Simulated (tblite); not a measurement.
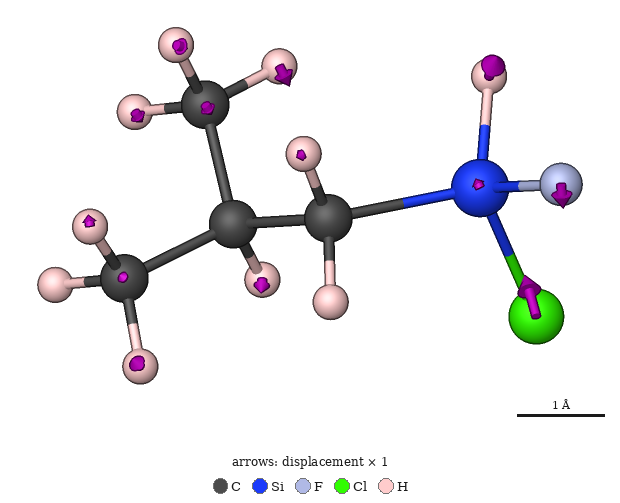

This is a relaxation of C$_{4}$H$_{10}$ClFSi. The starting structure is drawn; purple arrows show the displacements, at their true length. The two geometries are superimposed by the best rigid fit.

Style: ball-and-stick. Shown from a free direction.

All numbers below come from GFN2-xTB geometry optimisation, gas phase in tblite 0.8.0. 

### What did the optimiser do to the structure, and how much energy did it gain?

The largest move after the best rigid fit is that of the Cl atom, 0.61 Å. Largest moves by element: Cl 0.61 Å, H 0.52 Å, F 0.31 Å, C 0.17 Å, Si 0.13 Å. Near-neighbour distances that change, for instance: Cl–Si 2.040 → 2.006 Å, H–Si 1.480 → 1.451 Å, C–Si 1.875 → 1.896 Å, C–H 1.103 → 1.087 Å. Bond angles that change, for instance: F–Si–H 109.3° → 103.3°, C–Si–H 112.0° → 117.2°, F–Si–Cl 109.2° → 106.5°. Over 80 geometry steps the energy falls by 9.93 kJ/mol.
